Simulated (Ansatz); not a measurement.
# Lattice dynamics of SrAlH3 (Pm-3m), part 2 of 2

Wanted: vibrations and spectra of SrAlH3 (Pm-3m); the cell is already relaxed. After the zone centre comes a 4×4×4 q mesh on a 8×8×8 k mesh.

Ansatz 0.2.0; DFT PBEsol, scalar-relativistic, plane waves, PAW; PAW set soft_1.

So far. Step 2 (Zone-centre response): Before it was imposed, the acoustic sum rule was missed by 1.5e-4 eV/Å². Small misses are needed for a sound result but don't prove that mesh and cutoff are converged. The lowest optical mode is imaginary, 604.0i cm⁻¹, so the energy falls along it.

## Step 3: Response at finite wavevector

Stability and thermal properties need the whole zone. Linear response on a 4×4×4 q mesh gives force constants as far as a supercell of that size would.

Contents of input.yaml:

```yaml
crystal:
  lattice:
    - [4.4956135358, 0.0, 0.0]
    - [0.0, 4.4956135358, 0.0]
    - [0.0, 0.0, 4.4956135358]
  atoms:
    - { symbol: Sr, position: [0.5, 0.5, 0.5] }
    - { symbol: Al, position: [0.0, 0.0, 0.0] }
    - { symbol: H, position: [0.0, 0.5, 0.5] }
    - { symbol: H, position: [0.5, 0.5, 0.0] }
    - { symbol: H, position: [0.5, 0.0, 0.5] }
kpoints:
  mp_grid: { grid: [8, 8, 8] }
hamiltonian:
  xc: pbesol
  pseudopotentials: { kind: paw, azcp: { folder: soft_1 }, xc_functional: pbe }
scf:
  occupations: { method: methfessel_paxton, width: 0.2 }
output:
  eigenvalues: true
phonons:
  method: dfpt
  qmesh: [4, 4, 4]
  temperatures: { t_max: 1000, t_step: 50 }
  qpath:
    path:
      - [[0.0, 0.0, 0.0], [0.0, 0.5, 0.0], [0.5, 0.5, 0.0], [0.0, 0.0, 0.0], [0.5, 0.5, 0.5], [0.0, 0.5, 0.0]]
      - [[0.5, 0.5, 0.5], [0.5, 0.5, 0.0]]
    npoints: 10
```

The run is started by

```bash
$ ansatz run input.yaml --threads 4 --pin off --max-ram 10240MiB --backend cpu --events-out ev --progress --plain --runs-dir out
```

Numbers of over 12 decimals in the logs are rounded to 6 here.

The program printed:

```text
[...]
Crystal: 5 atoms, lattice volume = 90.859 Å³
Basis set: ecut = 420 eV, 1791 PW (Γ), exchange–correlation on 64×64×64 points (8 copies of the dense FFT grid, shifted against one another)
Bands: 13, of which v1, the nominal top of the filled ones, is band 8 counted from 1 (7 counted from 0)
Symmetry: 48 space group operations
k-points: 35 of 512
[...]
SCF iter   1: F=—  HF=-4064.007231 eV  |F-HF|=—  |Δ(HF+E_count)|=         —  Δρ=5.72e-2  dr2=5.26e0  ethr=3.10e-3  ⟨swp⟩=7.8  Hψ=3656  notcnv=0
[...]
SCF iter  10: F=-4062.074346 eV  HF=-4062.074346 eV  |F-HF|=2.27e-12  |Δ(HF+E_count)|=  7.09e-11  S|Δr|=    0.00e0  Δρ=7.25e-8  dr2=5.72e-12  ethr=1.00e-12  ⟨swp⟩=14.0  Hψ=3519  notcnv=0
SCF 1 converged in 10 iterations: F = -4062.074346 eV  dr2 = 5.72e-12
[...]
iter 1 solved again at ethr=3.14e-7 eV; its pass at ethr=3.10e-3 eV (dr2=5.02e-5 eV) is discarded
SCF iter   1: F=—  HF=-4062.074344 eV  |F-HF|=—  |Δ(HF+E_count)|=         —  Δρ=5.08e-7  dr2=1.82e-10  ethr=3.14e-7  ⟨swp⟩=3.9  Hψ=5147  notcnv=0
eigensolver tolerance schedule: the retry pair's looser diagonalisation over-reported the residual by 276157.94 of it (diagonalisation noise at an unbounded share of the residual, at the tolerance the schedule requests for it); recorded, not acted on — ethr = c·dr2/N_el stays at c = 1.0e-1
[...]
SCF iter   2: F=—  HF=-4062.074346 eV  |F-HF|=—  |Δ(HF+E_count)|=   1.85e-6  S|Δr|=    0.00e0  Δρ=2.54e-7  dr2=3.78e-11  ethr=1.14e-12  ⟨swp⟩=4.7  Hψ=1331  notcnv=0
[...]
SCF iter   4: F=-4062.074346 eV  HF=-4062.074346 eV  |F-HF|=1.36e-12  |Δ(HF+E_count)|=  9.55e-12  S|Δr|=    0.00e0  Δρ=5.01e-8  dr2=1.70e-12  ethr=1.00e-12  ⟨swp⟩=2.5  Hψ=881  notcnv=0
SCF 2 converged in 4 iterations: F = -4062.074346 eV  dr2 = 1.70e-12
phonons: the bands overlap, so this run is a metal and interpolates without the dipole-dipole term. If the crystal is really an insulator or semiconductor, its LO-TO splitting is missing
NSCF: frozen V_eff on 35 k-points
[...]
DFPT response loops at q = (0, 0, 0) (fractional): preconditioner auto → Kerker (q_TF=auto, 2.043 Å⁻¹) (partly filled bands, converged f_vac=0.000); β = 1.00, the filter's whole step (`scf.mixing.beta` (0.50) is not read by the response loops under this deck's `scf.mixing.preconditioner`; to damp them name `kerker` or `kerker_dos`, under which they read `scf.mixing.beta`, and type it under 1.00, their step now; both keys bind the ground state too); Broyden in place of MSR1
[...]
SCF converged after 10 iterations
[...]
Free energy (F): -4062.074346 eV
[...]
Internal energy: -4062.075336 eV  (E = F + TS)
E sigma→0 (E₀):  -4062.074594 eV
Entropy (-TS):   0.000991 eV (0.198 meV/atom)
Fermi energy:    2.811716 eV
[...]
--- Band table (eV; the first three rows and the last of 35) ---
  k-point 0: bands = [... 4 lower, -3.0198, 0.7202, 0.7202, 2.7485, 5.0527, 5.0527, 5.0527, 8.7194, ... 1 higher]
  k-point 1: bands = [... 4 lower, -2.8945, 0.7115, 0.7486, 2.4747, 5.0367, 5.0367, 5.3855, 8.6971, ... 1 higher]
  k-point 2: bands = [... 4 lower, -2.5352, 0.3797, 0.8199, 2.3683, 4.9926, 4.9926, 5.9379, 8.7326, ... 1 higher]
  k-point 34: bands = [... 4 lower, 0.0213, 1.8419, 1.8419, 1.8419, 2.6901, 2.6901, 2.6901, 8.6194, ... 1 higher]
--- Phonons (Γ-DFPT): 4 representative perturbations + reference (Σ response iterations 12) ---
  ASR residual: 1.639e-4 → 0.000e0 eV/Å²; symmetrization residual: 7.215e-8 eV/Å²
  ASR residual per site (eV/Å²): 1.64e-4 1.82e-5 2.68e-5 2.68e-5 2.68e-5
[...]
--- Phonons (arbitrary-q DFPT): 10 irreducible q on the 4×4×4 mesh ---
  q = [0.0000, 0.0000, 0.0000] (star 1, of the zone-centre solve; hermiticity 2.06e-8, symmetrization 1.46e-14): -603.98 -603.98 -603.98 -505.00 -505.00 -505.00 -0.00 0.00 0.00 101.58 101.58 101.58 1383.05 1383.05 1383.05
  q = [0.0000, 0.0000, 0.2500] (star 6, 9 solved perturbations in 1560 linear systems a pass and spin channel, the states on 200 of 512 k-point pairs; hermiticity 4.32e-8, symmetrization 4.41e-13): -533.24 -533.24 -487.58 -470.62 -470.62 -126.85 25.44 25.44 76.13 92.46 92.46 182.76 1383.12 1383.12 1402.50
[...]
q = [0.0000, 0.2500, -0.5000] (star 12, 15 solved perturbations on 200 of 512 k-point pairs; hermiticity 1.03e-7, symmetrization 7.09e-9): -562.64 -548.85 -533.38 -435.25 -409.87 -45.86 50.63 68.50 80.75 123.22 146.17 283.37 1383.16 1389.71 1429.43
[...]
sum rule: each row above includes the acoustic sum rule's correction from the zone centre's row sums; it moved no ω² by more than (2.69 cm⁻¹)²
  mesh force constants: q→R imaginary residual 9.13e-19; ASR residual 1.639e-4 → 0.000e0 eV/Å²; symmetrization residual 4.441e-15 eV/Å²
  interpolated dispersion: 62 rows × 15 modes
  density of states and harmonic sums: on the 16×16×16 q-mesh, interpolated from the force constants of a 4×4×4 supercell (no non-analytic term)
  largest difference from the sums on the solved wave vectors: F 2.38e-2 eV, S 2.61e-5 and C_V 3.07e-6 eV/K
  zero-point energy: 0.306883 eV/cell   skipped modes (ω ≤ 0): 965, of them read as no rigid motion or as one in doubt: 962 (5.840e0 modes/cell left out, lowest -742.35 cm⁻¹)   left out of the sums: 3.89e-1 of the cell's modes: C_V's classical limit lies that fraction below 3 k_B per atom; for a crystal, a wire or a layer, F and S can be off by more, and a phonons.interpolated_qmesh denser along its periods is the remedy for the sampling
```

Elapsed: 5.7 min, on 4 threads of Arm Neoverse V1, shared host; peak memory 1.4 GiB.

This step gave:

* sum-rule residual before enforcement: 1.64e-4 eV/Å²
* lowest frequency on the path: -742.3 cm⁻¹
* highest frequency on the path or at a solved wavevector: 1451 cm⁻¹
* lowest mode on the q mesh (acoustic modes at Γ apart): -742.4 cm⁻¹

Frequencies (cm⁻¹) solved at each irreducible wavevector; negative means imaginary. Frequencies by wavevector, by row:

```
q in reciprocal lattice units  star  mode 1  mode 2  mode 3  mode 4  mode 13  mode 14  mode 15
                        0 0 0     1    -604    -604    -604    -505     1383     1383     1383
                     0 0 0.25     6  -533.2  -533.2  -487.6  -470.6     1383     1383     1402
                     0 0 -0.5     3  -469.5  -469.5  -461.5  -428.7     1383     1383     1421
                  0 0.25 0.25    12  -632.5  -529.6  -490.2    -440     1383     1388     1416
                  0 0.25 -0.5    12  -562.6  -548.9  -533.4  -435.2     1383     1390     1429
                  0 -0.5 -0.5     3  -742.4  -742.4  -565.4  -392.4     1383     1395     1443
               0.25 0.25 0.25     8  -562.4  -562.4    -552  -440.4     1388     1388     1424
               0.25 0.25 -0.5    12  -542.4  -538.3  -499.8  -493.9     1388     1392     1436
               0.25 -0.5 -0.5     6  -602.4  -602.4  -550.3  -453.7     1390     1397     1446
               -0.5 -0.5 -0.5     1  -531.4  -531.4  -531.4  -523.3     1400     1400     1451
```

Interpolated from a 4×4×4 q mesh. The phonon branches at the labelled points (cm⁻¹):

```
    point  branch 1  branch 2  branch 3  branch 4  branch 12  branch 13  branch 14  branch 15
        Γ      -604      -604      -604      -505        102       1383       1383       1383
        X      -470      -470      -462      -429        299       1383       1383       1421
        M      -742      -742      -565      -392        300       1383       1395       1443
        Γ      -604      -604      -604      -505        102       1383       1383       1383
        R      -531      -531      -531      -523        158       1400       1400       1451
        X      -470      -470      -462      -429        299       1383       1383       1421
jump to R      -531      -531      -531      -523        158       1400       1400       1451
        M      -742      -742      -565      -392        300       1383       1395       1443
```

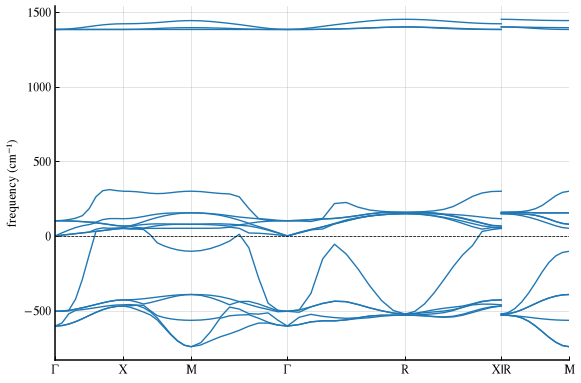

Phonon branches along the path.

The phonon density of states has structure finer than the step of the table below, so its rows give means over 100 cm⁻¹, whole bins alone (the curve runs from -750 to 1450 cm⁻¹). Peaks (cm⁻¹: height): -550.0: 0.0329, -450.0: 0.0331, 90.0: 0.0504, 1390.0: 0.101, 1430.0: 0.0285.

Tetrahedra on a 16×16×16 mesh, mean over bins of 20 cm-1. Interpolated from a 4×4×4 q mesh. Table of phonon density of states by wavenumber; means over each step:

```
wavenumber (cm⁻¹)  phonon density of states (1/cm⁻¹/cell)
             -700                                 0.00154
             -600                                  0.0115
             -500                                  0.0256
             -400                                  0.0121
             -300                                  9.0e-4
             -200                                 0.00154
             -100                                 0.00381
                0                                 0.00713
              100                                  0.0423
              200                                 0.00890
              300                                 0.00467
              400                                       0
              500                                       0
              600                                       0
              700                                       0
              800                                       0
              900                                       0
             1000                                       0
             1100                                       0
             1200                                       0
             1300                                       0
             1400                                  0.0293
```

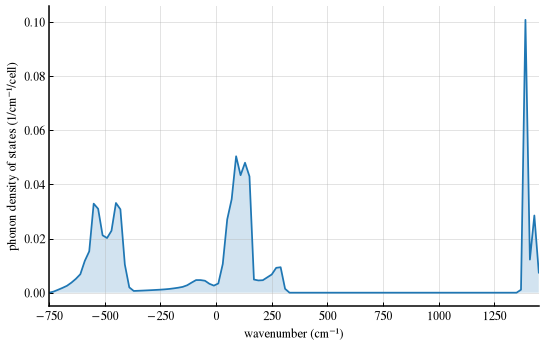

Phonon density of states, plotted against wavenumber.

The partial phonon density of states has structure finer than the step of the table below, so its rows give means over 100 cm⁻¹, whole bins alone (the curve runs from -745 to 1504 cm⁻¹). Peaks (cm⁻¹: height): Al 89.5: 0.0227; H -532.9: 0.0289, -448.0: 0.0290, 273.4: 0.00838, 1390.9: 0.0512; Sr 131.9: 0.0282.

Phonopy on the run's constants, 13x13x13 mesh, Gaussian sigma 16.1 cm-1. Interpolated from a 4×4×4 q mesh. The partial phonon density of states by wavenumber; means over each step; values in 1/cm⁻¹/cell:

```
wavenumber (cm⁻¹)       Al        H       Sr
             -600   3.3e-4   0.0112   1.0e-5
             -500   7.6e-4   0.0247   1.0e-5
             -400   3.1e-4   0.0118   3.7e-6
             -300   2.5e-4   6.0e-4   7.1e-7
             -200   8.2e-4   6.9e-4   1.7e-5
             -100  0.00319   5.0e-4   9.2e-5
                0  0.00370   2.3e-4  0.00374
              100   0.0171  0.00165   0.0218
              200  0.00334  0.00283  0.00391
              300   1.6e-4  0.00422   3.1e-4
              400        0   4.0e-6   4.2e-7
              500        0        0        0
              600        0        0        0
              700        0        0        0
              800        0        0        0
              900        0        0        0
             1000        0        0        0
             1100        0        0        0
             1200        0        0        0
             1300        0   4.0e-4   2.5e-6
             1400        0   0.0280   1.4e-4
```

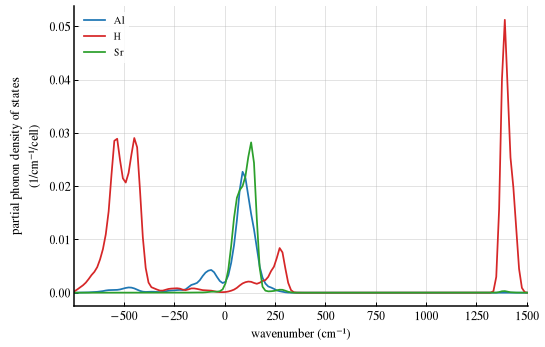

Partial phonon density of states, plotted against wavenumber.

Symmetry leaves 10 wavevectors to solve. The lowest mode among them, the acoustic zeros apart, lies at q = (0, -0.5, -0.5) and is imaginary, 742.4i cm⁻¹, so the energy falls along it.

## Step 4: Another isotope, element H, natural mass 1.008 amu

An isotope changes the mass and not the force constants, so no new electronic calculation is needed; the shifts show which modes move this element.

The same force constants with the mass of H changed from 1.008 to 2.014 u (phonopy, no LO-TO term). Both lists are sorted by frequency; levels can cross, so a row need not hold one and the same mode. Modes under 3 cm⁻¹ are left out. Isotope shifts, by row, the first 40 of 57 rows:

```
       q  rank  natural mass (cm⁻¹)  changed mass (cm⁻¹)
   0 0 0     1                 -604               -436.9
   0 0 0     2                 -604               -436.9
   0 0 0     3                 -604               -436.9
   0 0 0     4                 -505               -357.3
   0 0 0     5                 -505               -357.3
   0 0 0     6                 -505               -357.3
   0 0 0    10                101.6                100.1
   0 0 0    11                101.6                100.1
   0 0 0    12                101.6                100.1
   0 0 0    13                 1383                983.4
   0 0 0    14                 1383                983.4
   0 0 0    15                 1383                983.4
0 0 0.25     1               -533.2               -387.2
0 0 0.25     2               -533.2               -387.2
0 0 0.25     3               -487.6               -344.9
0 0 0.25     4               -470.6                 -333
0 0 0.25     5               -470.6                 -333
0 0 0.25     6               -126.8               -106.9
0 0 0.25     7                25.44                25.12
0 0 0.25     8                25.44                25.12
0 0 0.25     9                76.13                73.43
0 0 0.25    10                92.46                90.75
0 0 0.25    11                92.46                90.75
0 0 0.25    12                182.8                158.6
0 0 0.25    13                 1383                983.4
0 0 0.25    14                 1383                983.4
0 0 0.25    15                 1402                994.8
0 0 -0.5     1               -469.5               -341.8
0 0 -0.5     2               -469.5               -341.8
0 0 -0.5     3               -461.5               -326.5
0 0 -0.5     4               -428.7               -303.3
0 0 -0.5     5               -428.7               -303.3
0 0 -0.5     6                 50.3                50.05
0 0 -0.5     7                 50.3                50.05
0 0 -0.5     8                55.23                55.23
0 0 -0.5     9                65.92                64.07
0 0 -0.5    10                65.92                64.07
0 0 -0.5    11                115.2                106.4
0 0 -0.5    12                299.4                229.3
0 0 -0.5    13                 1383                983.4
```

A mode of this element alone would shift by -29.26 %. The highest zone-centre frequency without the field goes from 1383.0 to 983.4 cm⁻¹ (-28.9 %).

## Step 5: Another isotope, element Sr, natural mass 87.62 amu

The same for Sr, from 87.62 to 85.91 u.

A mode of this element alone would shift by +0.99 %. The highest zone-centre frequency without the field goes from 1383.0 to 1383.2 cm⁻¹ (+0.0 %).

## Step 6: Summary of results

```yaml
space_group_within_0p01_a: Pm-3m
volume_per_atom: 18.2 Å³
electronic_character: no gap on this mesh
highest_optical_mode_at_the_zone_centre_no_lo_to_term: 1383 cm⁻¹
lowest_optical_zone_centre_mode: -604 cm⁻¹
lowest_mode_on_the_q_mesh_acoustic_modes_at_gamma_apart: -742 cm⁻¹
highest_frequency_on_the_path_or_at_a_solved_wavevector: 1451 cm⁻¹
imaginary_modes_on_the_4x4x4_q_mesh: yes
```

**Reading.** Modes are clearly imaginary (beyond 10i cm⁻¹) at 10 of the 10 irreducible wavevectors, most at q = (0, -0.5, -0.5) (742.4i cm⁻¹), so this structure is not a minimum of the energy. The optical modes at Γ span -604 to 1383 cm⁻¹ (negative means imaginary). The highest mode in this list at Γ, 1383.0 cm⁻¹, is mostly motion of H (99 % of the kinetic energy). With no gap, or one that is small against the smearing, the frequencies hang on the k mesh and the smearing, most of all near Kohn anomalies. The PAW files were made for PBE and serve the other functionals too. A phonon run warned that its eigensolver left some bands unconverged in a pass. These are harmonic frequencies at zero temperature: anharmonic shifts, linewidths and thermal expansion are left out.

[Logs are printed without paths, hosts, clocks, repeated set-up lines and the standing remarks that a program may print on its own settings, such as how far it seeks lower states.]

[Hosts, paths, dates, database ids (printed as entryN), source tags and the programs' standing remarks are cut or masked in the printed files.]
